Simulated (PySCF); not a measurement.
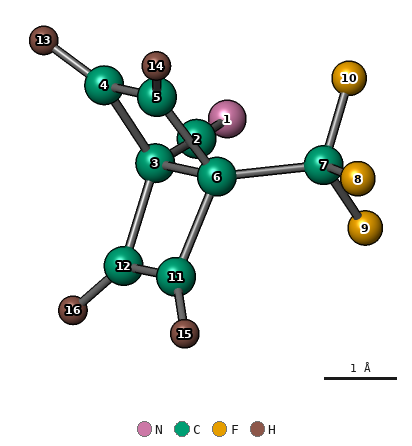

*The structure as given in the input (ball-and-stick view, seen at a tilt; atoms are numbered from 1 in the order of the input).*

Bond lengths as drawn: C–C 1.34 to 1.57 Å, C–F 1.33 to 1.34 Å, C–H 1.09 Å and C–N 1.16 Å.

**C8H4F3N: excited-state calculation**

The run: excited-state calculation of C8H4F3N. Method and program: TDDFT B3LYP/def2-SVPD, vertical, gas phase, core orbitals frozen in the response (PySCF 2.14.0).

The geometry comes from this level: PBE0-D3(BJ)/def2-SVP.

The input:
```
{"job": {"kind": "uv", "xc": "B3LYP", "basis": "def2-SVPD", "ip": false}, "charge": 0, "multiplicity": 1}
N      2.375103     0.721557     2.007155
C      1.706962     0.578239     1.072489
C      0.904834     0.422291    -0.119685
C      0.203742     1.655467    -0.693448
C     -1.014420     1.104672    -0.668083
C     -0.531645    -0.218358    -0.094847
C     -1.159145    -0.716071     1.182385
F     -2.386207    -1.187904     0.923795
F     -0.451635    -1.702110     1.728523
F     -1.277303     0.255936     2.083225
C      0.025369    -1.241407    -1.072923
C      1.249421    -0.703765    -1.096570
H      0.612455     2.607968    -1.035225
H     -2.005496     1.425288    -0.993555
H     -0.456460    -2.068907    -1.596134
H      2.174593    -0.917131    -1.634500
```

The first line tells a small driver script what to run in PySCF; the rest is the geometry in Å.

Launch command:
```bash
OMP_NUM_THREADS=2 python <driver script> task.json out
```

The program's output:
```
coarse grid: 15488 points
cycle   1  E = -660.6615199540  dE =  2.194e+00  |g| = 9.594e-01  |ddm| = 9.131e+00
cycle   2  E = -660.2780707256  dE =  3.834e-01  |g| = 1.732e+00  |ddm| = 4.172e+00
cycle   3  E = -660.8116534029  dE = -5.336e-01  |g| = 3.457e-01  |ddm| = 3.042e+00
cycle   4  E = -660.8362216701  dE = -2.457e-02  |g| = 9.578e-02  |ddm| = 5.922e-01
cycle   5  E = -660.8378917088  dE = -1.670e-03  |g| = 3.523e-02  |ddm| = 2.341e-01
cycle   6  E = -660.8381483205  dE = -2.566e-04  |g| = 1.260e-02  |ddm| = 1.008e-01
cycle   7  E = -660.8381880107  dE = -3.969e-05  |g| = 2.714e-03  |ddm| = 3.742e-02
cycle   8  E = -660.8381896956  dE = -1.685e-06  |g| = 8.087e-04  |ddm| = 8.047e-03
final grid: 156960 points
cycle   9  E = -660.9436446824  dE = -5.245e-05  |g| = 7.047e-03  |ddm| = 2.258e-01
cycle  10  E = -660.9436336189  dE =  1.106e-05  |g| = 1.039e-02  |ddm| = 3.135e-02
cycle  11  E = -660.9436544229  dE = -2.080e-05  |g| = 1.472e-03  |ddm| = 1.889e-02
cycle  12  E = -660.9436548398  dE = -4.170e-07  |g| = 5.235e-04  |ddm| = 2.926e-03
cycle  13  E = -660.9436548959  dE = -5.607e-08  |g| = 1.287e-04  |ddm| = 9.695e-04
cycle  14  E = -660.9436548996  dE = -3.748e-09  |g| = 3.236e-05  |ddm| = 3.364e-04
cycle  15  E = -660.9436548999  dE = -2.274e-10  |g| = 9.930e-06  |ddm| = 1.131e-04
```

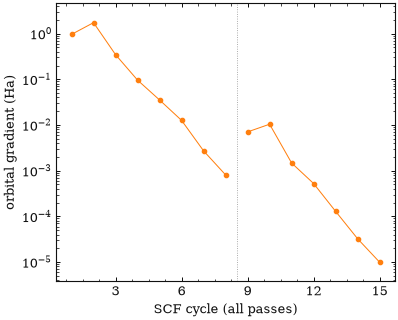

*Convergence of the self-consistent field: orbital gradient against the SCF cycle. The dotted line marks the change from a coarse to the final integration grid.*

The first 8 cycles use a coarse grid, the final grid takes over at cycle 9, and the field converges after 15 cycles in all.

```
converged SCF energy = -660.9436548999

Static polarisability (au): isotropic 89.144, principal 81.449 82.731 103.254

Singlet excitations
state   eV       nm        f      main configurations
  1   5.3095    233.5   0.00004   H->L 0.96
  2   5.5939    221.6   0.00852   H-1->L 0.90
  3   6.3375    195.6   0.00413   H-2->L 0.96
  4   6.4402    192.5   0.00081   H-3->L 0.64, H->L+1 0.34
  5   6.6546    186.3   0.00194   H->L+2 0.68, H-1->L+1 0.27
  6   6.6989    185.1   0.00101   H-1->L+1 0.65, H->L+2 0.27
  7   6.9159    179.3   0.00936   H-1->L+2 0.52, H->L+1 0.19, H-3->L 0.11
  8   7.2377    171.3   0.00010   H-2->L+2 0.82
  9   7.3944    167.7   0.06730   H-4->L 0.30, H->L+4 0.16, H-2->L+1 0.15
 10   7.4558    166.3   0.05875   H-4->L 0.57, H->L+4 0.15, H-1->L+2 0.12

Triplet excitations (Tamm-Dancoff, eV): 3.8546 4.2280 5.5687 5.9397
```

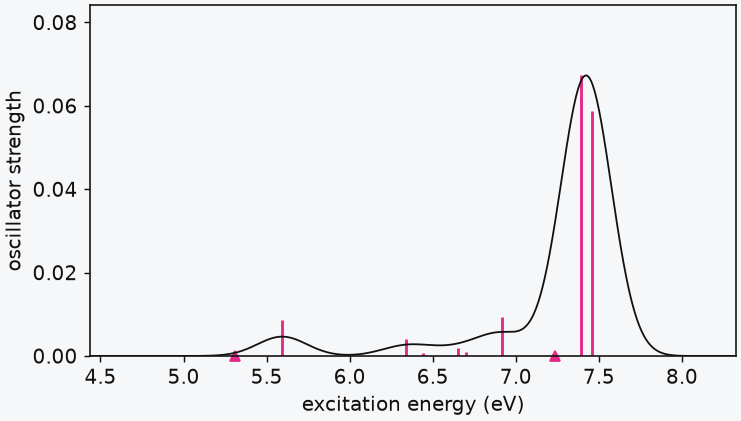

*Computed excitations as sticks (degenerate states added up, dark ones marked on the axis), with a Gaussian envelope of 0.35 eV full width at half maximum, scaled to the tallest.*

Of the 10 states the lowest lies at 5.31 eV (f = 0.000); the strongest line is at 7.39 eV, or 168 nm (f = 0.067).

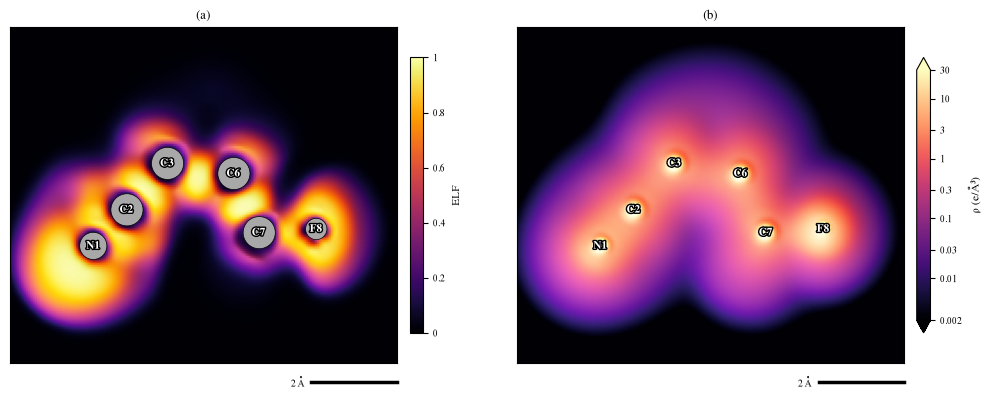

*(a) ELF; (b) electron density on the plane of atoms C2, C3 and C6. Grey discs, where drawn, cover atomic cores.*

C–N (1.16 Å): ρ at the midpoint is about 3.5 e/Å³; the ELF peaks at about 0.85 between the atoms (a multiple bond by its length, whose ELF region spreads away from the axis). C–F (1.34 Å): ρ at the midpoint is about 2.4 e/Å³, with its minimum of 1.9 e/Å³ about 0.5 Å from C; the ELF peaks at about 0.85 between the atoms, which marks a polar covalent bond.

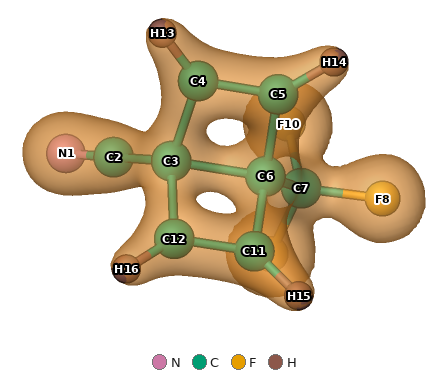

*Isosurface of the electron density at 1 e/Å³ (orange), seen at a tilt.*

At this value the surface is in one piece. On the grid the lowest density along these lines, outside the cores, is 3.2 e/Å³ (C–N, 1.16 Å), 1.9 e/Å³ (C–F, 1.33 Å), 2.3 e/Å³ (C–C, 1.34 Å) and 1.9 e/Å³ (C–H, 1.09 Å).

Results in brief:

| quantity | value |
| --- | --- |
| outcome | converged |
| total energy | −660.943655 hartree |
| HOMO | −8.03 eV |
| LUMO | −1.89 eV |
| dipole moment | 5.35 D |
| mean polarisability | 89.14 a.u. |
| lowest singlet excitation | 5.31 eV |
| hardware | 2 CPU threads, shared host |
| wall time | 88 s (CPU time 3.3 min) |
| peak memory | 1.7 GiB |
